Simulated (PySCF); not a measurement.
SMILES Cc1ccc([OH2+])cc1 (C7H9O (cation, charge +1)) at its GFN2-xTB optimised geometry (Å):

```
17

C     -2.8366    -0.0367    -0.0182
C     -1.3476    -0.0170     0.0000
C     -0.6262    -1.2099     0.0000
C      0.7578    -1.2099     0.0000
C      1.4049     0.0077    -0.0029
O      2.8829     0.0207    -0.0550
C      0.7361     1.2127    -0.0007
C     -0.6486     1.1880    -0.0008
H     -3.2487     0.9019     0.3403
H     -3.2231    -0.8529     0.5867
H     -3.1862    -0.1902    -1.0393
H     -1.1520    -2.1516     0.0013
H      1.3073    -2.1387    -0.0046
H      3.2487    -0.7855     0.3678
H      3.2326     0.8435     0.3492
H      1.2681     2.1516    -0.0057
H     -1.1897     2.1208    -0.0001
```

Level of theory: B3LYP/def2-SVP (PySCF 2.14.0).

Map of the electrostatic potential (hartree/e), clipped to [0.06, 0.45] on the plane z = 0.6 Å:

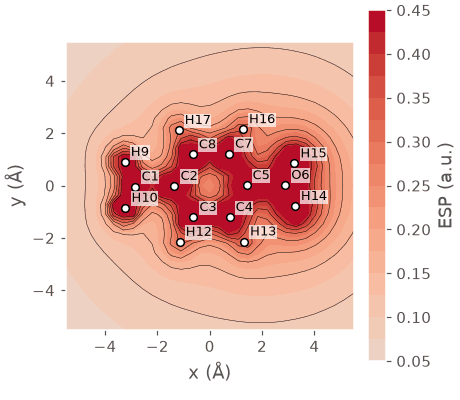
Fig. 1. Electrostatic potential (hartree/e), clipped to [0.06, 0.45] on the plane z = 0.6 Å.
